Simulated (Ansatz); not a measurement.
SiH3Cl2: nudged elastic band

The run: nudged elastic band of SiH3Cl2, multiplicity 2. Method and program: UHF/def2-SVP (Ansatz 0.2.0).

One setting was made poor on purpose. It belongs to a series of runs on one base structure; here: band between the two ends.

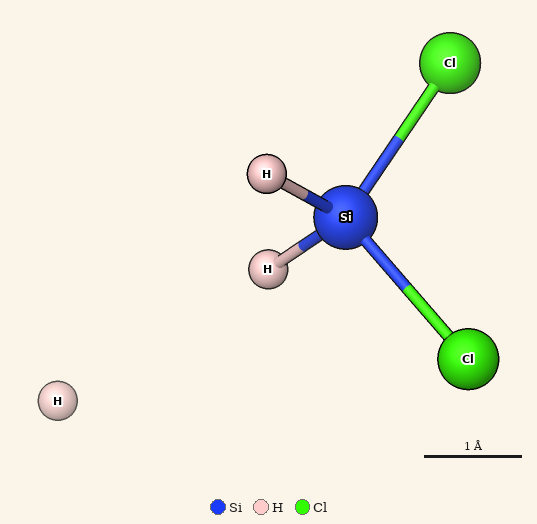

Figure 1. The input geometry (ball-and-stick view, seen at a tilt).

Input
```yaml
crystal:
  periodic: [false, false, false]
  atoms:
    - { symbol: Si, position_ang: [-0.014909, 0.0, -0.391212] }
    - { symbol: H, position_ang: [-0.036075, 0.0, 1.07461] }
    - { symbol: H, position_ang: [1.346058, 0.0, -0.934963] }
    - { symbol: Cl, position_ang: [-0.985029, 1.685808, -1.063867] }
    - { symbol: Cl, position_ang: [-0.985029, -1.685808, -1.063867] }
    - { symbol: H, position_ang: [0.045384, 0.0, 4.854499] }
magnetization:
  spin_polarized: true
  initial_magnetization: 1
basis:
  gaussian: { orbitals: def2-SVP }
hamiltonian:
  xc: hf
neb:
  order_check: false
  images: 3
  f_tol: 0.03
  max_iterations: 60
  climbing: false
  final_atoms:
    - { symbol: Si, position_ang: [-0.02522717, 0.0, -0.8925235] }
    - { symbol: H, position_ang: [-0.21612858, 0.0, 3.65331611] }
    - { symbol: H, position_ang: [1.3702292, 0.0, -1.36784525] }
    - { symbol: Cl, position_ang: [-0.96613266, 1.694324, -1.6044131] }
    - { symbol: Cl, position_ang: [-0.96613266, -1.694324, -1.6044131] }
    - { symbol: H, position_ang: [0.17379187, 0.0, 4.29107884] }
  initial_path:
    images:
      - { positions_ang: [[-0.014909, 0.0, -0.391212], [-0.036075, 0.0, 1.07461], [1.346058, 0.0, -0.934963], [-0.985029, 1.685808, -1.063867], [-0.985029, -1.685808, -1.063867], [0.045384, 0.0, 4.854499]] }
      - { positions_ang: [[-0.00697993, 0.0, -0.19548471], [-0.01953064, 0.0, 1.39242403], [1.36246122, 0.0, -0.70887527], [-0.99282241, 1.711954, -0.88761566], [-0.99282241, -1.711954, -0.88761566], [0.02009418, 0.0, 3.76236726]] }
      - { positions_ang: [[0.00094913, 0.0, 0.00024259], [-0.00298628, 0.0, 1.71023806], [1.37886443, 0.0, -0.48278754], [-1.00061582, 1.7381, -0.71136431], [-1.00061582, -1.7381, -0.71136431], [-0.00519564, 0.0, 2.67023552]] }
      - { positions_ang: [[-0.01213902, 0.0, -0.44614045], [-0.10955743, 0.0, 2.68177708], [1.37454682, 0.0, -0.92531639], [-0.98337424, 1.716212, -1.15788871], [-0.98337424, -1.716212, -1.15788871], [0.08429811, 0.0, 3.48065718]] }
      - { positions_ang: [[-0.02522717, 0.0, -0.8925235], [-0.21612858, 0.0, 3.65331611], [1.3702292, 0.0, -1.36784525], [-0.96613266, 1.694324, -1.6044131], [-0.96613266, -1.694324, -1.6044131], [0.17379187, 0.0, 4.29107884]] }
```

Machine: 1 thread of Arm Neoverse V2, 24 GiB of memory available, shared host.

Command:
```bash
ansatz run input.yaml --threads 1 --pin off --max-ram 2048MiB --backend cpu --events-out ev --progress --plain --runs-dir out
```

Output
```
Engine: ansatz 0.2.0, aarch64-unknown-linux-gnu
Functional definition: HF
  exchange = exact_x
  correlation = 0
681 factors; integrals over basis functions are off by at most 1.4e-4 eV
mean field evaluation 1: about -32905.8352 eV, gradient 1.2e1 eV
mean field evaluation 2: about -32905.8461 eV, gradient 1.2e1 eV
mean field evaluation 4: about -32907.0549 eV, gradient 1.3e0 eV
mean field evaluation 8: about -32907.0738 eV, gradient 2.3e-3 eV
mean field -32907.07384935 eV, -1209.3126587480 hartree, gradient 6.3e-5 eV, S^2 0.750000; 0 other end points of the search recorded, 0 dependent functions left out
the calculation of the forces begins
reference -32907.07384935 eV, -1209.3126587480 hartree; 26, 25 occupied and 43, 44 virtual orbitals, 681 factors
678 factors; integrals over basis functions are off by at most 2.6e-4 eV
mean field evaluation 16: about -32907.2601 eV, gradient 4.0e-1 eV
mean field -32907.26397443 eV, -1209.3196457155 hartree, gradient 1.1e-5 eV, S^2 0.753755; 0 other end points of the search recorded, 0 dependent functions left out
[... from here on the field's lines of each further geometry are left out, up to the last ...]
NEB iter   1: max|band force component| = 2.398e0 eV/Å  barrier→ = 0.8015 eV  barrier← = 0.9916 eV  Δτ_max = 0.1976 Å  (176 SCF iters)
NEB iter   2: max|band force component| = 1.607e0 eV/Å  barrier→ = 0.7203 eV  barrier← = 0.9104 eV  Δτ_max = 0.1952 Å  (93 SCF iters)
NEB iter   3: max|band force component| = 1.730e0 eV/Å  barrier→ = 0.3219 eV  barrier← = 0.5120 eV  Δτ_max = 0.1021 Å  (93 SCF iters)
NEB iter   4: max|band force component| = 1.463e0 eV/Å  barrier→ = 0.1617 eV  barrier← = 0.3518 eV  Δτ_max = 0.1918 Å  (86 SCF iters)
NEB iter   5: max|band force component| = 5.364e-1 eV/Å  barrier→ = 0.0972 eV  barrier← = 0.2874 eV  Δτ_max = 0.0670 Å  (93 SCF iters)
NEB iter   6: max|band force component| = 2.298e-1 eV/Å  barrier→ = 0.0878 eV  barrier← = 0.2779 eV  Δτ_max = 0.1396 Å  (78 SCF iters)
NEB iter   7: max|band force component| = 2.683e-1 eV/Å  barrier→ = 0.0695 eV  barrier← = 0.2596 eV  Δτ_max = 0.0561 Å  (76 SCF iters)
NEB iter   8: max|band force component| = 3.358e-2 eV/Å  barrier→ = 0.0648 eV  barrier← = 0.2550 eV  Δτ_max = 0.0548 Å  (74 SCF iters)
NEB iter   9: max|band force component| = 3.414e-2 eV/Å  barrier→ = 0.0633 eV  barrier← = 0.2534 eV  Δτ_max = 0.0274 Å  (90 SCF iters)
NEB iter  10: max|band force component| = 4.644e-2 eV/Å  barrier→ = 0.0624 eV  barrier← = 0.2525 eV  Δτ_max = 0.0137 Å  (88 SCF iters)
NEB iter  11: max|band force component| = 3.874e-2 eV/Å  barrier→ = 0.0618 eV  barrier← = 0.2519 eV  Δτ_max = 0.0137 Å  (83 SCF iters)
the calculation of the forces begins
reference -32907.25166856 eV, -1209.3191934831 hartree; 26, 25 occupied and 43, 44 virtual orbitals, 683 factors
683 factors; integrals over basis functions are off by at most 3.4e-4 eV
mean field -32907.01113298 eV, -1209.3103539637 hartree, gradient 2.6e-5 eV, S^2 0.755929; 1 other end points of the search recorded, 0 dependent functions left out
the calculation of the forces begins
reference -32907.01113298 eV, -1209.3103539637 hartree; 26, 25 occupied and 43, 44 virtual orbitals, 683 factors
NEB iter  12: max|band force component| = 6.035e-3 eV/Å  barrier→ = 0.0627 eV  barrier← = 0.2528 eV  Δτ_max = 0.0000 Å  (188 SCF iters)
```

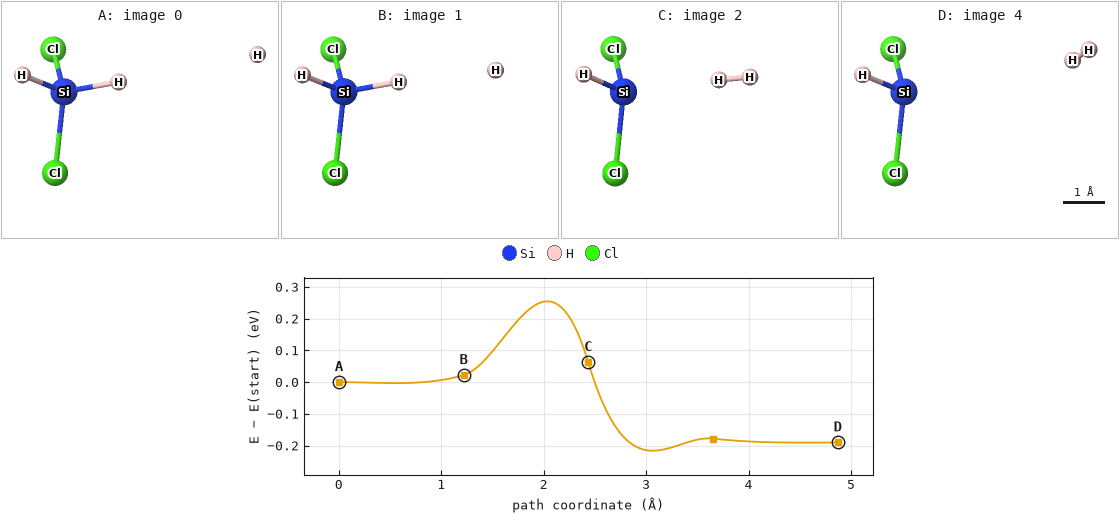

Figure 2. Images of the last band (counted from 0; ball-and-stick, seen at a tilt) above the energy along the path; the line is a cubic interpolation that uses the forces. The highest image is number 2, 0.063 eV above the start and 0.253 eV above the end; the end lies 0.190 eV below the start. The path is 4.87 Å long. The band converged in 12 iterations.

```
Total energy: -32907.01113298 eV, -1209.3103539637 hartree
Atom 0 at     0.049170     0.000002    -0.249437 Å, force     0.010536    -0.000000    -0.163211 eV/Å
Atom 1 at     0.000861    -0.000000     2.209804 Å, force    -0.109745     0.000000     1.420180 eV/Å
Atom 2 at     1.375121    -0.000000    -0.885861 Å, force     0.024159    -0.000000    -0.164273 eV/Å
Atom 3 at    -0.987905     1.697978    -0.793319 Å, force    -0.009235     0.018927    -0.095674 eV/Å
Atom 4 at    -0.987906    -1.697980    -0.793320 Å, force    -0.009235    -0.018927    -0.095674 eV/Å
Atom 5 at    -0.078940     0.000000     2.987334 Å, force     0.093521    -0.000000    -0.901348 eV/Å
Dipole moment:     0.288505    -0.000000     0.154354 e Å
this run last wrote the band of iteration 12 to [file]
```

The last band as extended XYZ (Å, eV, eV/Å)
```
6
Properties=species:S:1:pos:R:3:forces:R:3 image=0 energy=-32907.07385
Si   -0.0149    0.0000   -0.3912    0.0157   0.0000  -0.0076
H    -0.0361    0.0000    1.0746    0.0023   0.0000  -0.0075
H     1.3461    0.0000   -0.9350    0.0095   0.0000   0.0130
Cl   -0.9850    1.6858   -1.0639   -0.0138   0.0022   0.0005
Cl   -0.9850   -1.6858   -1.0639   -0.0138  -0.0022   0.0005
H     0.0454    0.0000    4.8545    0.0000   0.0000   0.0011
6
Properties=species:S:1:pos:R:3:forces:R:3 image=1 energy=-32907.05185
Si    0.0220    0.0000   -0.1818   -0.0009   0.0000   0.0121
H     0.0917    0.0000    1.2837    0.0108   0.0000  -0.0902
H     1.3470    0.0000   -0.8097   -0.0052   0.0000   0.0104
Cl   -0.9924    1.6848   -0.7905    0.0001  -0.0021  -0.0001
Cl   -0.9924   -1.6848   -0.7905    0.0001   0.0021  -0.0001
H    -0.1055    0.0000    3.7639   -0.0050   0.0000   0.0678
6
Properties=species:S:1:pos:R:3:forces:R:3 image=2 energy=-32907.01113
Si    0.0492    0.0000   -0.2494    0.0105   0.0000  -0.1632
H     0.0009    0.0000    2.2098   -0.1097   0.0000   1.4202
H     1.3751    0.0000   -0.8859    0.0242   0.0000  -0.1643
Cl   -0.9879    1.6980   -0.7933   -0.0092   0.0189  -0.0957
Cl   -0.9879   -1.6980   -0.7933   -0.0092  -0.0189  -0.0957
H    -0.0789    0.0000    2.9873    0.0935   0.0000  -0.9013
6
Properties=species:S:1:pos:R:3:forces:R:3 image=3 energy=-32907.25167
Si   -0.0182    0.0000   -0.5557    0.0038   0.0000  -0.0078
H    -0.0151    0.0000    2.9151   -0.0011   0.0000   0.0235
H     1.3641    0.0000   -1.0678   -0.0014   0.0000  -0.0098
Cl   -0.9788    1.6942   -1.2389   -0.0019   0.0024  -0.0124
Cl   -0.9788   -1.6942   -1.2389   -0.0019  -0.0024  -0.0124
H    -0.0027    0.0000    3.6615    0.0026   0.0000   0.0188
6
Properties=species:S:1:pos:R:3:forces:R:3 image=4 energy=-32907.26397
Si   -0.0252    0.0000   -0.8925    0.0016   0.0000   0.0097
H    -0.2161    0.0000    3.6533    0.0107   0.0000   0.0216
H     1.3702    0.0000   -1.3678   -0.0025   0.0000  -0.0035
Cl   -0.9661    1.6943   -1.6044    0.0005  -0.0041  -0.0032
Cl   -0.9661   -1.6943   -1.6044    0.0005   0.0041  -0.0032
H     0.1738    0.0000    4.2911   -0.0109   0.0000  -0.0215
```

Key numbers

```csv
quantity,value
outcome,converged
"barrier, forward",0.063 eV
"barrier, backward",0.253 eV
wall time,34 s
peak memory,0.14 GiB
```

Remarks

A deliberately poor setting: few images. The order of the saddle point was not checked.
